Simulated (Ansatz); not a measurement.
# One shape, several levels: triplet C2H4OSi

Wanted: a comparison of 6 runs (UB3LYP/6-31G*, U-r2SCAN0/cc-pVDZ, U-revPBE/cc-pVDZ, UB3LYP/cc-pVDZ, UBHLYP/cc-pVDZ, UPBE-QIDH/cc-pVDZ) of triplet C2H4OSi. 

The results are computed with Ansatz 0.2.0.

73 further runs of the same task are left out: 73 set aside as unsound or not needed. Runs told in other sessions of the task aren't counted.

## Step 1: The molecule

C2H4OSi: 8 atoms, total charge 0, spin state triplet. As SMILES of the parent species, `OC#C[SiH3]`. The shape is that of a PBE0-D4/def2-TZVP optimisation. That shape belongs to the parent species and isn't relaxed for this state.

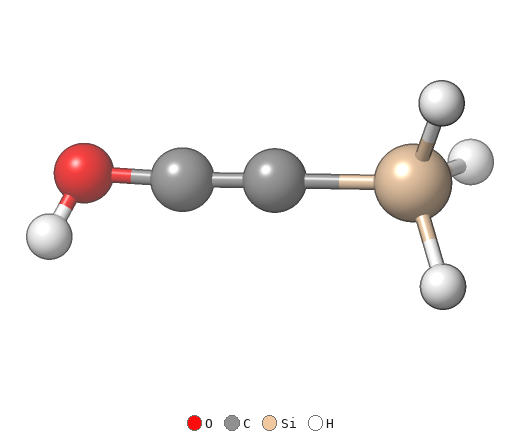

The structure, seen from a chosen angle (oxygen red, carbon grey, silicon light orange, hydrogen white).

## Step 2: A single-point energy at UB3LYP/6-31G(d) (Cartesian functions) (run 1)

Contents of run.yaml:

```yaml
crystal:
  periodic: [false, false, false]
  atoms:
    - {symbol: O, position_ang: [2.579200, 0.927900, 0.488100]}
    - {symbol: C, position_ang: [1.380900, 0.489600, 0.263100]}
    - {symbol: C, position_ang: [0.263000, 0.053700, 0.119800]}
    - {symbol: Si, position_ang: [-1.409600, -0.594800, -0.108400]}
    - {symbol: H, position_ang: [2.920800, 1.394400, -0.284700]}
    - {symbol: H, position_ang: [-2.349500, 0.046300, 0.846200]}
    - {symbol: H, position_ang: [-1.863400, -0.311200, -1.494000]}
    - {symbol: H, position_ang: [-1.429300, -2.063000, 0.114200]}
basis:
  gaussian:
    orbitals: "6-31G*"
magnetization:
  spin_polarized: true
  initial_magnetization: 2
hamiltonian:
  xc: {name: B3LYP}
accuracy: high
output: {orbitals: {seedname: orbitals}}
```

On the command line:

```bash
$ ansatz run run.yaml --threads 1 --pin off --max-ram 2610MiB --events-out events.jsonl --progress --plain --runs-dir runs
```

The log of the run:

```text
Warning: RAYON_NUM_THREADS=1 ignored (pool sized by the plan → 1); use --threads N
Functional definition: B3LYP
  name "B3LYP"
  parameter a0 = 0.2
  parameter ax = 0.72
  parameter ac = 0.81
  exchange = (1 - a0 - ax)*slater_x + ax*b88_x + a0*exact_x
  correlation = (1 - ac)*vwn_rpa_c + ac*lyp_c
1501 factors; integrals over basis functions are off by at most 3.7e-9 eV
mean field evaluation 1: about -12051.2788 eV, gradient 3.0e1 eV
mean field evaluation 2: about -12044.5811 eV, gradient 4.1e1 eV
mean field evaluation 4: about -12055.7137 eV, gradient 3.6e0 eV
mean field evaluation 8: about -12055.9097 eV, gradient 7.3e-1 eV
mean field evaluation 16: about -12055.9132 eV, gradient 8.9e-4 eV
mean field evaluation 32: about -12056.0401 eV, gradient 1.9e-8 eV
mean field -12056.04014631 eV, -443.0513034996 hartree, gradient 2.5e-8 eV, S^2 2.004773; 6 other end points of the search recorded, 0 dependent functions left out
reference -12056.04018688 eV, -443.0513049904 hartree; 20, 18 occupied and 52, 54 virtual orbitals, 1501 factors
Total energy: -12056.04018688 eV, -443.0513049904 hartree
```

Run time: 21 s. Hardware: 1 thread of Arm Neoverse V1, shared host; peak memory 0.29 GiB.

## Step 3: A single-point energy at U-r2SCAN0/cc-pVDZ (run 2)

Contents of job.yaml:

```yaml
basis:
  gaussian:
    orbitals: cc-pVDZ
crystal:
  periodic: [false, false, false]
  atoms:
    - symbol: O
      position_ang: [2.579200, 0.927900, 0.488100]
    - symbol: C
      position_ang: [1.380900, 0.489600, 0.263100]
    - symbol: C
      position_ang: [0.263000, 0.053700, 0.119800]
    - symbol: Si
      position_ang: [-1.409600, -0.594800, -0.108400]
    - symbol: H
      position_ang: [2.920800, 1.394400, -0.284700]
    - symbol: H
      position_ang: [-2.349500, 0.046300, 0.846200]
    - symbol: H
      position_ang: [-1.863400, -0.311200, -1.494000]
    - symbol: H
      position_ang: [-1.429300, -2.063000, 0.114200]
magnetization:
  spin_polarized: true
  initial_magnetization: 2
hamiltonian:
  xc: {name: r2SCAN0}
accuracy: high
output: {orbitals: {seedname: orbitals}}
```

On the command line:

```bash
$ ansatz run job.yaml --threads 1 --pin off --max-ram 2610MiB --events-out events.jsonl --progress --plain --runs-dir runs
```

The log of the run:

```text
Warning: RAYON_NUM_THREADS=1 ignored (pool sized by the plan → 1); use --threads N
Functional definition: r2SCAN0
  name "r2SCAN0"
  parameter a = 0.25
  parameter k0 = 0.174
  parameter k1 = 0.065
  parameter a1 = 4.9479
  exchange = (1 - a)*r2scan_x(k0 = k0, k1 = k1, a1 = a1) + a*exact_x
  correlation = r2scan_c
1782 factors; integrals over basis functions are off by at most 3.8e-9 eV
mean field evaluation 1: about -12048.4504 eV, gradient 2.6e1 eV
mean field evaluation 2: about -12046.4001 eV, gradient 3.1e1 eV
mean field evaluation 4: about -12052.1328 eV, gradient 3.3e0 eV
mean field evaluation 8: about -12052.3988 eV, gradient 2.6e-1 eV
mean field evaluation 16: about -12052.3999 eV, gradient 3.3e-3 eV
mean field evaluation 32: about -12052.6638 eV, gradient 8.8e-5 eV
mean field -12052.66380782 eV, -442.9272253485 hartree, gradient 6.2e-8 eV, S^2 2.010008; 4 other end points of the search recorded, 0 dependent functions left out
reference -12052.66380951 eV, -442.9272254106 hartree; 20, 18 occupied and 60, 62 virtual orbitals, 1782 factors
Total energy: -12052.66380951 eV, -442.9272254106 hartree
```

Run time: 50 s. Hardware: 1 thread of Arm Neoverse V1, shared host; peak memory 0.48 GiB.

Run 3 isn't shown in full; the table further down has it.

## Step 4: The energy at UB3LYP/cc-pVDZ (run 4)

Contents of job.yaml:

```yaml
crystal:
  periodic: [false, false, false]
  atoms:
    - {symbol: O, position_ang: [2.579200, 0.927900, 0.488100]}
    - {symbol: C, position_ang: [1.380900, 0.489600, 0.263100]}
    - {symbol: C, position_ang: [0.263000, 0.053700, 0.119800]}
    - {symbol: Si, position_ang: [-1.409600, -0.594800, -0.108400]}
    - {symbol: H, position_ang: [2.920800, 1.394400, -0.284700]}
    - {symbol: H, position_ang: [-2.349500, 0.046300, 0.846200]}
    - {symbol: H, position_ang: [-1.863400, -0.311200, -1.494000]}
    - {symbol: H, position_ang: [-1.429300, -2.063000, 0.114200]}
basis:
  gaussian: {orbitals: cc-pVDZ}
magnetization: {spin_polarized: true, initial_magnetization: 2}
hamiltonian: {xc: {name: B3LYP}}
accuracy: high
output: {orbitals: {seedname: orbitals}}
```

On the command line:

```bash
$ ansatz run job.yaml --threads 1 --pin off --max-ram 2610MiB --events-out events.jsonl --progress --plain --runs-dir runs
```

The log of the run, shortened:

```text
Warning: RAYON_NUM_THREADS=1 ignored (pool sized by the plan → 1); use --threads N
[... 7 set-up lines as earlier in the session ...]
1782 factors; integrals over basis functions are off by at most 3.8e-9 eV
mean field evaluation 1: about -12051.4243 eV, gradient 3.0e1 eV
mean field evaluation 2: about -12042.8775 eV, gradient 4.5e1 eV
mean field evaluation 4: about -12056.4476 eV, gradient 4.0e0 eV
mean field evaluation 8: about -12056.7089 eV, gradient 4.5e-1 eV
mean field evaluation 16: about -12056.7105 eV, gradient 1.2e-3 eV
mean field evaluation 32: about -12056.8215 eV, gradient 2.8e-7 eV
mean field -12056.82145043 eV, -443.0800158961 hartree, gradient 2.2e-8 eV, S^2 2.005055; 6 other end points of the search recorded, 0 dependent functions left out
reference -12056.82149258 eV, -443.0800174453 hartree; 20, 18 occupied and 60, 62 virtual orbitals, 1782 factors
Total energy: -12056.82149258 eV, -443.0800174453 hartree
```

Run time: 24 s. Hardware: 1 thread of Arm Neoverse V1, shared host; peak memory 0.34 GiB.

Run 5 isn't shown in full; the table further down has it.

## Step 5: A single-point energy at UPBE-QIDH/cc-pVDZ (run 6)

Contents of molecule.yaml:

```yaml
crystal:
  periodic: [false, false, false]
  atoms:
    - {symbol: O, position_ang: [2.579200, 0.927900, 0.488100]}
    - {symbol: C, position_ang: [1.380900, 0.489600, 0.263100]}
    - {symbol: C, position_ang: [0.263000, 0.053700, 0.119800]}
    - {symbol: Si, position_ang: [-1.409600, -0.594800, -0.108400]}
    - {symbol: H, position_ang: [2.920800, 1.394400, -0.284700]}
    - {symbol: H, position_ang: [-2.349500, 0.046300, 0.846200]}
    - {symbol: H, position_ang: [-1.863400, -0.311200, -1.494000]}
    - {symbol: H, position_ang: [-1.429300, -2.063000, 0.114200]}
basis:
  gaussian:
    orbitals: cc-pVDZ
hamiltonian:
  xc: {name: PBE-QIDH}
output: {orbitals: {seedname: orbitals}}
magnetization:
  spin_polarized: true
  initial_magnetization: 2
correlation:
  frozen_orbitals: {C: 1, H: 0, O: 1, Si: 5}
accuracy: high
```

On the command line:

```bash
$ ansatz run molecule.yaml --threads 1 --pin off --max-ram 2610MiB --events-out events.jsonl --progress --plain --runs-dir runs
```

The log of the run, shortened:

```text
Warning: RAYON_NUM_THREADS=1 ignored (pool sized by the plan → 1); use --threads N
Functional definition: PBE-QIDH
  name "PBE-QIDH"
[...]
1782 factors; integrals over basis functions are off by at most 3.8e-9 eV
[...]
mean field -12038.57674608 eV, -442.4095353779 hartree, gradient 1.9e-8 eV, S^2 2.011415; 8 other end points of the search recorded, 0 dependent functions left out
8 core orbitals not correlated: weight in the atoms' cores, before any rotation towards them, 1.000 or more for the frozen orbitals, at most 0.000 for the correlated occupied ones
reference -12038.57674716 eV, -442.4095354178 hartree; 12, 10 occupied and 60, 62 virtual orbitals, 1782 factors
second order -15.13350329 eV of doubles, -0.00000000 eV of singles
Total energy: -12043.62124826 eV, -442.5949174139 hartree
```

Run time: 50 s. Hardware: 1 thread of Arm Neoverse V1, shared host; peak memory 0.35 GiB.

## Step 6: Overview of the runs

```tsv
run	level	Cartesian functions	frozen core orbitals	energy (Eh)	HOMO energy (eV)	⟨S²⟩	wall time
1	UB3LYP/6-31G* (Cartesian functions)	yes	–	-443.051305	-1.84	2.005	21 s
2	U-r2SCAN0/cc-pVDZ	no	–	-442.927225	-2.56	2.010	50 s
3	U-revPBE/cc-pVDZ	no	–	-442.960613	-1.22	2.004	20 s
4	UB3LYP/cc-pVDZ	no	–	-443.080017	-1.94	2.005	24 s
5	UBHLYP/cc-pVDZ	no	–	-442.972503	-3.21	2.008	27 s
6	UPBE-QIDH/cc-pVDZ	no	8	-442.594917	-4.24	2.011	50 s
```

## Step 7: Results

| quantity | value |
| --- | --- |
| run 6: total energy | -442.59492 Eh |
| run 6: HOMO energy (SCF part's orbitals) (highest over α and β) | -4.24 eV |
| run 6: LUMO energy (SCF part's orbitals) (lowest over α and β) | -1.78 eV |
| run 6: ⟨S²⟩ | 2.011 |

What this shows: Totals of different functionals can't be ranked against each other. All runs together took 3.2 min, the longest 50 s.
